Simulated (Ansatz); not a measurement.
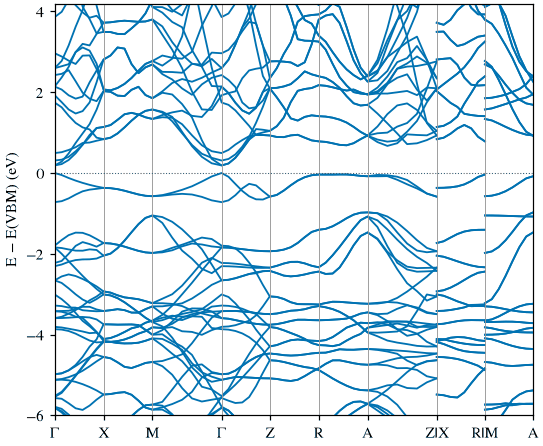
Figure: Band structure from the program Ansatz at the r²SCAN level (PAW)

### Question
Read off the gap and where the band edges lie.

### Answer
About 0.2 eV (0.19 eV by a search for the band edges); maximum at Γ, minimum at Γ.

### Question
Pick the material that matches.
A. K2PtCl4, P4/mmm (K on 2e, Pt on 1a, Cl on 4j)
B. Ga3Ir, P4_2/mnm (Ga on 4c, Ga on 8j, Ir on 4f)
C. Zn2SeS, P-4m2 (Zn on 2g, Se on 1d, S on 1b)
D. SrZnAsF, P4/nmm (Sr on 2c, Zn on 2b, As on 2c, F on 2a)

### Answer
B, Ga3Ir, P4_2/mnm (Ga on 4c, Ga on 8j, Ir on 4f)

The first step of the workflow began from a Materials Project structure, measured or hypothetical; the Crystallography Open Database copy checked does not list it. Its standing as an ambient phase is unchecked. Symmetry was held in the r²SCAN relaxation; whether a distortion lowers the energy is not shown. No spin polarisation was allowed. Scalar-relativistic: spin–orbit coupling is off unless named, which matters more the heavier the elements.

Potentials: the later of the program's two PAW sets.
